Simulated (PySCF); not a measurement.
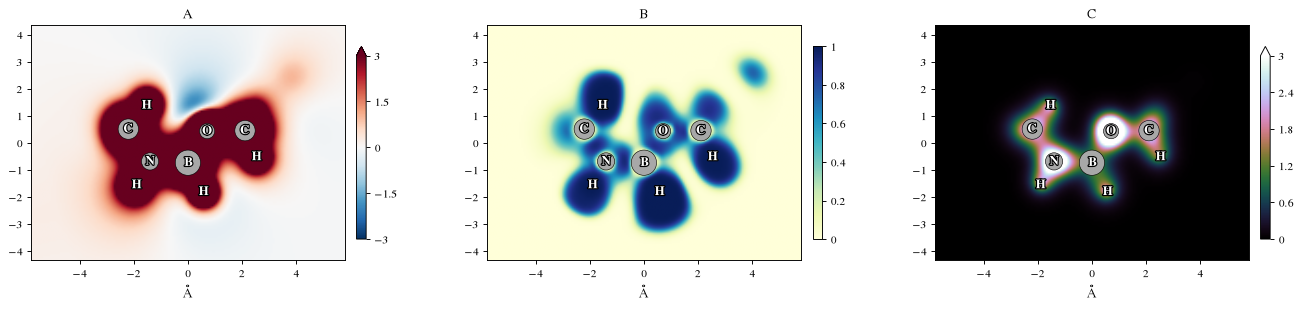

C4H10BNO (SMILES C=CCOBNC): 3 fields on the plane of atoms N6, B5 and H13, with unlabelled colour scales. Grey discs cover the atomic cores.

Geometry: PBE0-D3(BJ)/def2-SVP.

Theory: PBE0/pcSseg-1, SCF density, gas phase, non-relativistic (PySCF).

| atom | x (Å) | y (Å) | z (Å) |
| --- | --- | --- | --- |
| C | -3.1506 | 0.9708 | -0.4023 |
| C | -2.0329 | 0.2992 | -0.6748 |
| C | -1.3445 | -0.6310 | 0.2745 |
| O | 0.0104 | -0.2971 | 0.4335 |
| B | 1.0002 | -0.9508 | -0.2445 |
| N | 2.3246 | -0.5104 | -0.1196 |
| C | 2.7704 | 0.6103 | 0.6673 |
| H | -3.6347 | 0.8957 | 0.5773 |
| H | -3.6281 | 1.6171 | -1.1435 |
| H | -1.5609 | 0.3983 | -1.6606 |
| H | -1.8330 | -0.5893 | 1.2622 |
| H | -1.4382 | -1.6693 | -0.0981 |
| H | 0.7487 | -1.9100 | -0.9469 |
| H | 3.0485 | -1.0175 | -0.6107 |
| H | 3.2922 | 1.3662 | 0.0550 |
| H | 3.4558 | 0.3061 | 1.4779 |
| H | 1.8982 | 1.0930 | 1.1277 |

Match the panels to the quantities (electron density, electron localisation function and electrostatic potential).

Answer. Panel A: electrostatic potential (strongly positive close to the atoms, with negative regions outside electron-rich atoms). Panel B: electron localisation function. Panel C: electron density. From the grid: B–O (1.37 Å): ρ at the midpoint is about 2.1 e/Å³; the ELF peaks at about 0.90 between the atoms; a polar covalent bond. B–N (1.40 Å): the density is about 1.9 e/Å³ at the midpoint; the ELF peaks at about 0.95 between the atoms: a short, strongly polar bond.
